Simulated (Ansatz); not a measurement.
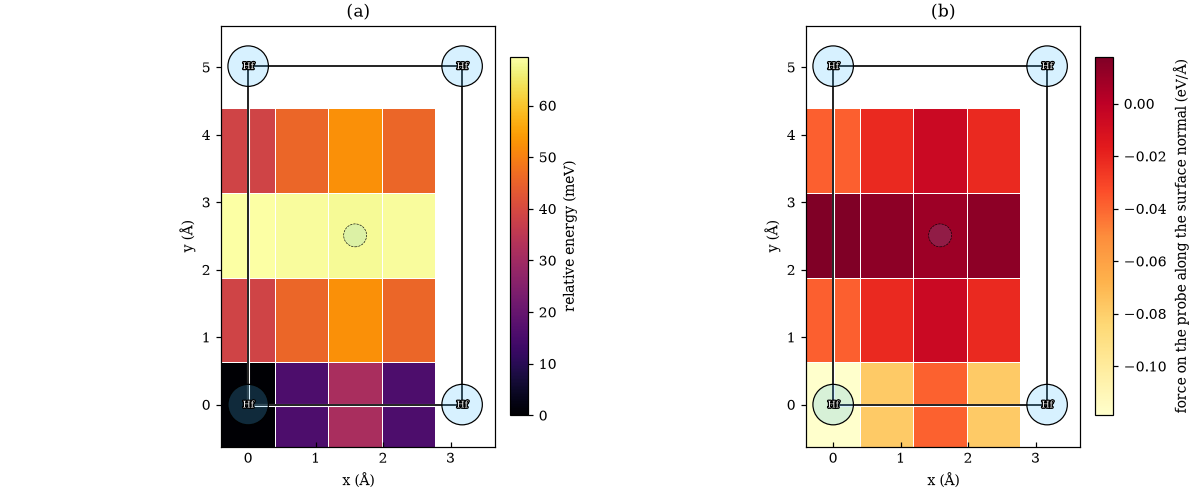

N₂ on a Hf(100) slab cut from the P6_3/mmc phase, its upper half relaxed before the scan (8 atoms of substrate and one adsorbate in a 2 × 1 cell). 
- N2 is moved over the surface cell at a fixed height above a rigid substrate; the origin of the map has the adsorbate above Hf7; the height is held at 3.60 Å.
- Places are given modulo a cell vector. The map is drawn in real space over the plane of the surface.
- The scan uses a 4 × 4 grid; 9 points were computed and 7 follow by symmetry.
- Places are given in fractions of the 1 × 1 surface cell.
- Energies: meV, counted from the lowest grid point.
- At a fixed height the lowest place need not be the adsorption site.
- Computed with DFT PBE+D3(BJ), scalar-relativistic, plane waves, PAW (Ansatz). Settings: cutoff 420 eV, k-mesh 4×6×1, gaussian smearing 0.1 eV, no spin polarisation.

Panel (a) is the energy and panel (b) the computed force on the probe along the surface normal on the same grid.

Drawn: one coloured cell a grid point, labelled circles for the atoms of the top layer and small ones for the second layer, the outline of one cell of the plane.

Question: How does the force on the probe along the surface normal vary over the map, and what is it at the lowest grid point?

Answer: It runs from −0.12 eV/Å at the top site over a surface Hf atom, (0/4, 0/4) of the cell vectors to 0.02 eV/Å at the trough between two rows of top atoms, (0/4, 2/4) of the cell vectors. At the lowest grid point, the top site over a surface Hf atom, (0/4, 0/4) of the cell vectors, it is −0.12 eV/Å.
